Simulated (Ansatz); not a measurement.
Consider Ca2I.

Input file:

```
crystal:
  lattice:
    - [0.0, 3.8949057115, 3.8949057115]
    - [3.8949057115, 0.0, 3.8949057115]
    - [3.8949057115, 3.8949057115, 0.0]
  atoms:
    - { symbol: Ca, position: [0.25, 0.25, 0.25] }
    - { symbol: Ca, position: [0.75, 0.75, 0.75] }
    - { symbol: I, position: [0.0, 0.0, 0.0] }
basis:
  ecutwfc: 420
kpoints:
  mp_grid: { grid: [10, 10, 10] }
hamiltonian:
  xc: pbe
scf:
  occupations: { method: gaussian, width: 0.1 }
output:
  forces: true
  stress: true
  eigenvalues: true
  write_density: true
  write_potential: true
  elf: true
  volumetric_format: npy
relax:
  adjacent_minimum: "off"
  f_tol: 0.01
  max_steps: 80
  cell: { stress_tol: 0.05 }
```

Command:

```sh
ansatz run input.yaml --threads 1 --pin off --max-ram 2560MiB --backend cpu --events-out ev --progress --plain --runs-dir out
```

Below, planes, directions and counts refer to the conventional cell (a = 7.85 Å, b = 7.85 Å, c = 7.85 Å, α = 90.00°, β = 90.00°, γ = 90.00°).

The fields are those of the run's last geometry, not of the input's.

Space group Fm-3m; started from the fluorite_225 prototype, which need not be the ambient phase; computed without spin polarisation.

Method: DFT PBE, scalar-relativistic, plane waves, PAW (Ansatz).

**Predict the valence pseudo-density and electron localisation function between the atoms.**

Ca–I (3.40 Å): ρ is about 0.12 e/Å³ halfway, with its minimum of 0.09 e/Å³ about 1.4 Å from Ca; the ELF peaks at about 0.75 in the valence shell of I, 1.3 Å from its nucleus, and drops to about 0.05 between the two atoms; no shared electron pair shows on this line.

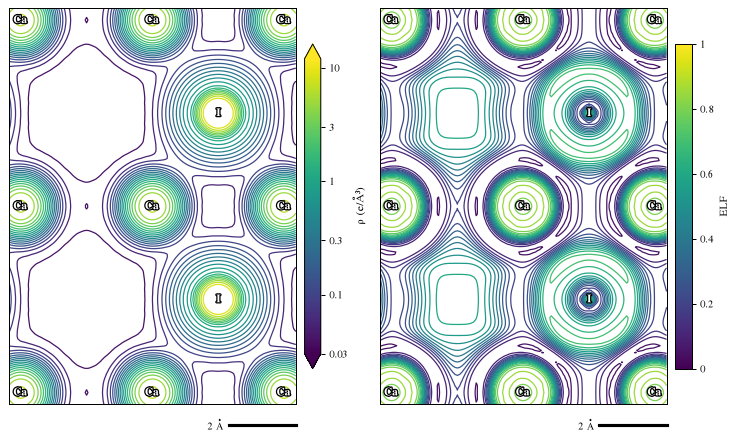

Computed valence pseudo-density and electron localisation function on the (110) plane of the conventional cell, in this order. 
